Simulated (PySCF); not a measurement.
C5H9O (doublet)

```xyz
15

C     2.6664    0.7093   -0.2035
C     1.5742   -0.0451    0.1303
C     0.5273   -0.3203   -0.7225
C    -0.6487   -1.1559   -0.3515
O    -1.8814   -0.6293   -0.8045
C    -2.2345    0.5740   -0.1701
H     2.7629    1.1405   -1.1843
H     3.4563    0.8971    0.4998
H     1.5246   -0.4582    1.1316
H     0.5292    0.0783   -1.7265
H    -0.5807   -2.1383   -0.8392
H    -0.6791   -1.3120    0.7389
H    -1.4972    1.3625   -0.3604
H    -3.1979    0.8693   -0.5806
H    -2.3258    0.4359    0.9150
```

Geometry: GFN2-xTB.

The calculation used UKS B3LYP, pcH-1 on C H O, non-relativistic, mean-field spin-orbit, GIAO (PySCF).

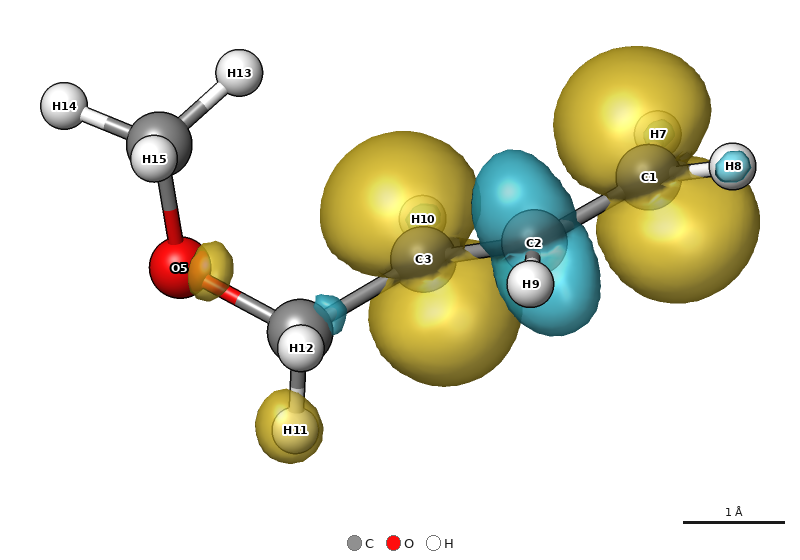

Figure 1. Isosurfaces of the spin density (α minus β) at +0.03 (yellow) and −0.03 e/Å³ (cyan), seen across its widest extent.

Which atoms carry the spin?

Answer. The unpaired spin (1 electron) lies mostly on C1 (about 0.4) and C3 (about 0.4), in electrons by Hirshfeld's partition.

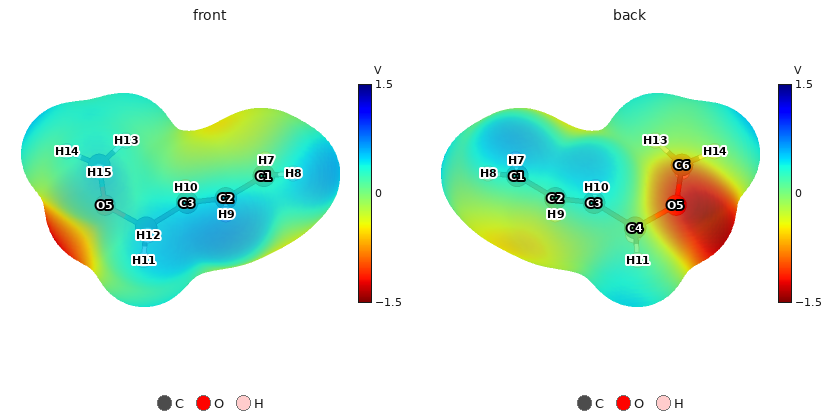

Figure 2. The molecular electrostatic potential painted on the density surface at 0.001 e/bohr³, seen from the front and from behind; red is negative and blue positive.

Describe the electrostatic potential map.

Answer. The most negative region (about −1.4 V) lies over O5, the most positive (about +0.7 V) over H8, H9 and H12. O5 is the likeliest acceptor of a hydrogen bond.

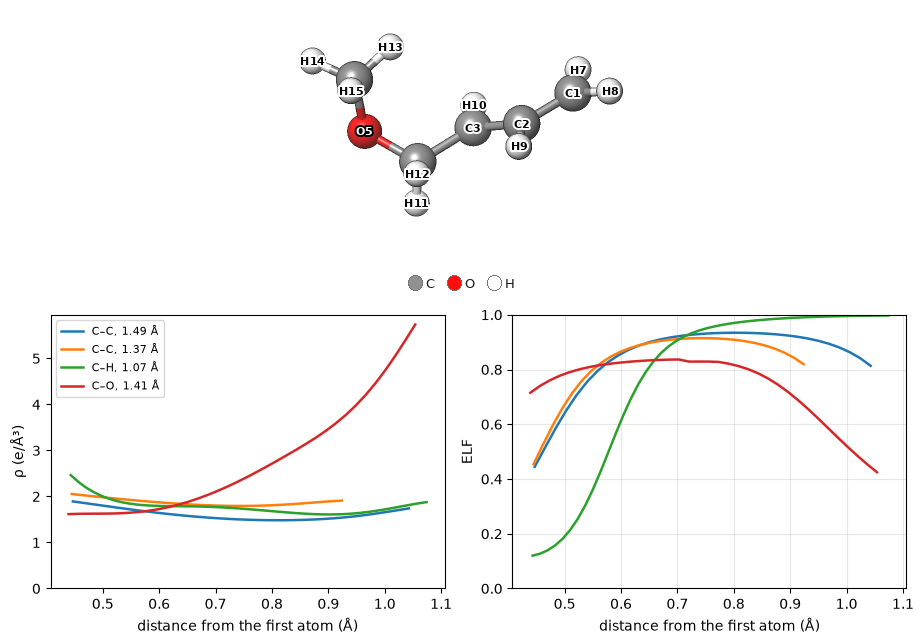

Figure 3. Total electron density and electron localisation function along straight lines between neighbouring atoms. The curves leave out the atomic cores. The structure is drawn too.

Compare the contacts.

Answer. C–C (1.49 Å): ρ at the midpoint is about 1.5 e/Å³; the ELF peaks at about 0.95 between the atoms; a shared electron pair.
C–C (1.37 Å): ρ is about 1.8 e/Å³ halfway; the ELF peaks at about 0.90 between the atoms: a covalent bond.
C–H (1.07 Å): the density is about 1.9 e/Å³ at the midpoint; the ELF climbs to about 1 towards the hydrogen, as it does in any bond to H.
C–O (1.41 Å): ρ is about 2.1 e/Å³ halfway; the ELF peaks at about 0.85 between the atoms, as expected for a shared but strongly polarised pair.
